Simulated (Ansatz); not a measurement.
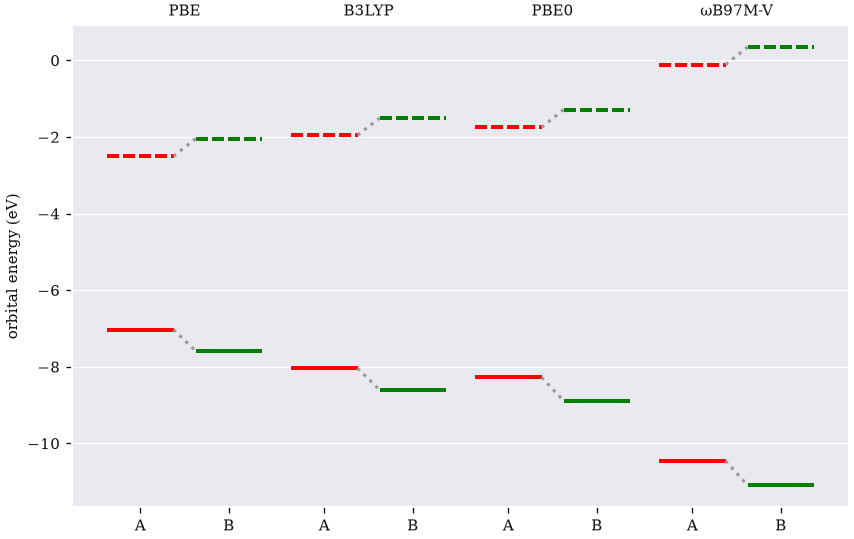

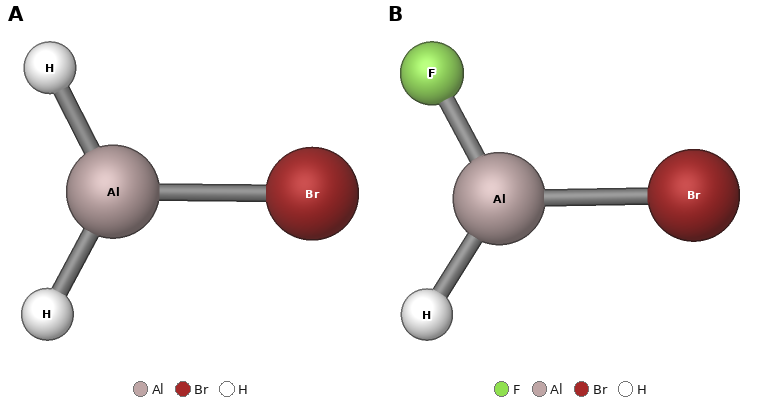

One change: A, AlH₂Br (SMILES [AlH2][Br]), becomes B, AlHBrF (SMILES [F][AlH][Br]). H on Al is replaced by F. HOMO (solid) and LUMO (dashed) computed in def2-TZVPP at PBE0-D4/def2-TZVP geometries, both minima by their frequencies, gas phase, the Ansatz code. Empty levels above zero depend strongly on the basis.

Question: What does the change do to HOMO and LUMO?

Answer: PBE: the HOMO falls by 0.56 eV, the LUMO rises by 0.46 eV, and the separation goes from 4.52 to 5.55 eV. B3LYP: the HOMO falls by 0.56 eV, the LUMO rises by 0.44 eV, and the separation goes from 6.09 to 7.10 eV. PBE0: the HOMO falls by 0.61 eV, the LUMO rises by 0.46 eV, and the separation goes from 6.53 to 7.60 eV. ωB97M-V: the HOMO falls by 0.64 eV, the LUMO rises by 0.46 eV, and the separation goes from 10.35 to 11.44 eV.

Question: Do the functionals agree on the effect?

Answer: They agree on the direction for both levels; the HOMO shift lies between −0.64 and −0.56 eV and the LUMO shift between 0.44 and 0.46 eV, while the separations themselves differ by up to 5.9 eV between functionals.
